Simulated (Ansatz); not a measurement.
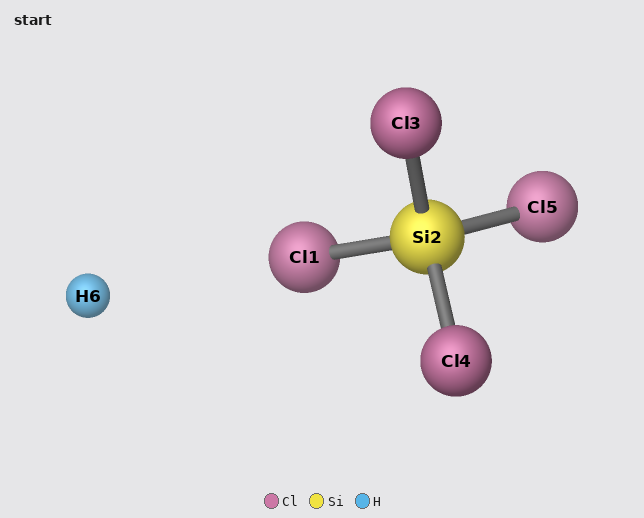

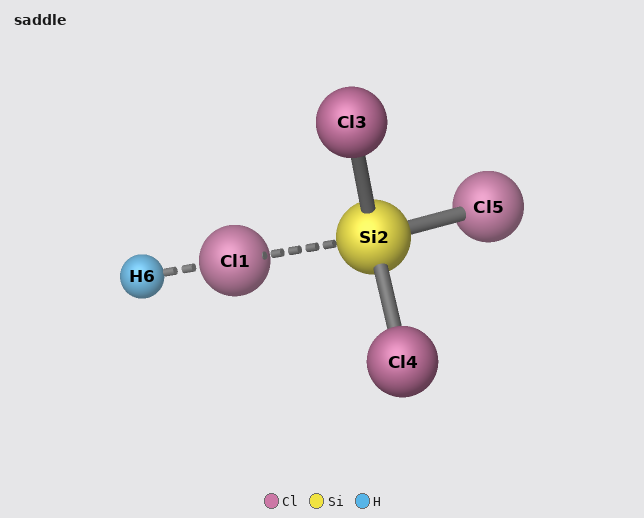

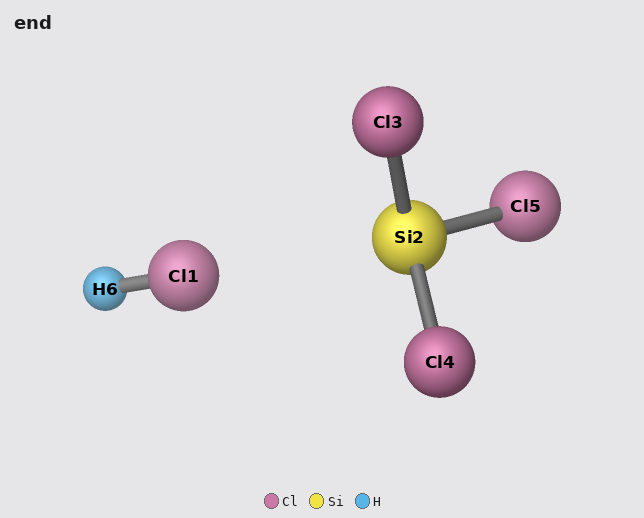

A saddle point and the two end points reached downhill from it. Broken sticks mark bonds that form or break. State: neutral, doublet. Geometries: PBE0-D4/def2-TZVP; all other levels are single points on them, and energies count from the start as drawn. Program: Ansatz 0.2.0. In CBS estimates cores are frozen, and CCSD(T) − MP2 is taken in the smaller basis.

Which bonds form and which break from start to end?

Formed: Cl1–H6; broken: Cl1–Si2. At the saddle point Cl1···H6 is 1.51 Å, Cl1···Si2 is 2.28 Å.

Give the electronic barrier and the reaction energy from start to end in kJ/mol (no zero-point energy) with CCSD(T)/CBS (MP2 limit from def2-TZVPP and def2-QZVPP plus CCSD(T) − MP2); PBE-QIDH (frozen core)/def2-TZVPP; B3LYP-D4/def2-TZVPP; UHF/STO-3G; PBE0-D4/def2-SVP; B97M-V/def2-TZVPP; SPW92 (LDA)/def2-SVP; UHF-CCSD(T) (frozen core)/def2-SVP.

```json
{"level": "CCSD(T)/CBS (MP2 limit from def2-TZVPP and def2-QZVPP plus CCSD(T) − MP2)", "barrier": "84.2", "reaction energy": "+16.3"}
{"level": "PBE-QIDH (frozen core)/def2-TZVPP", "barrier": "89.5", "reaction energy": "+23.6"}
{"level": "B3LYP-D4/def2-TZVPP", "barrier": "54.1", "reaction energy": "−4.0"}
{"level": "UHF/STO-3G", "barrier": "105.8", "reaction energy": "−29.4"}
{"level": "PBE0-D4/def2-SVP", "barrier": "68.7", "reaction energy": "+15.5"}
{"level": "B97M-V/def2-TZVPP", "barrier": "69.5", "reaction energy": "+14.4"}
{"level": "SPW92 (LDA)/def2-SVP", "barrier": "23.6", "reaction energy": "+12.1"}
{"level": "UHF-CCSD(T) (frozen core)/def2-SVP", "barrier": "104.6", "reaction energy": "+13.8"}
```
